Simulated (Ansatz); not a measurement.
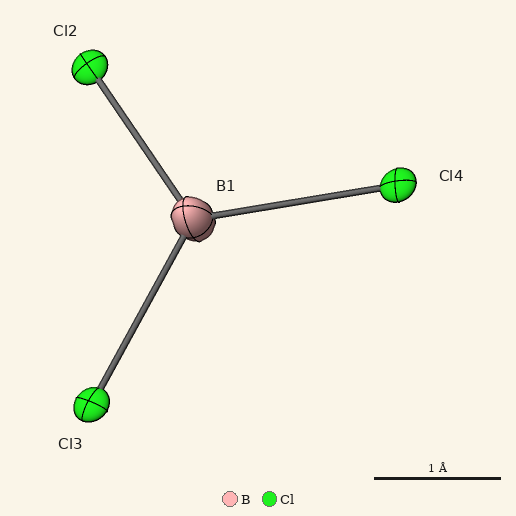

Displacement ellipsoids at the 50 % level, enlarged 2 times, from the internal vibrations of the free molecule (harmonic, no overall translation or rotation; no half-axis is drawn under 0.075 Å). Vibrations computed with RKS PBE0-D4/def2-TZVP (Ansatz 0.2.0). Temperature: 600 K.

List U_eq and the three principal root-mean-square amplitudes for each kind of atom.

```tsv
atom	U_eq (Å²)	rms amplitudes (Å)
B1	0.0039	0.053, 0.053, 0.079
Cl2, Cl3, Cl4	0.0016	0.008, 0.048, 0.049
```
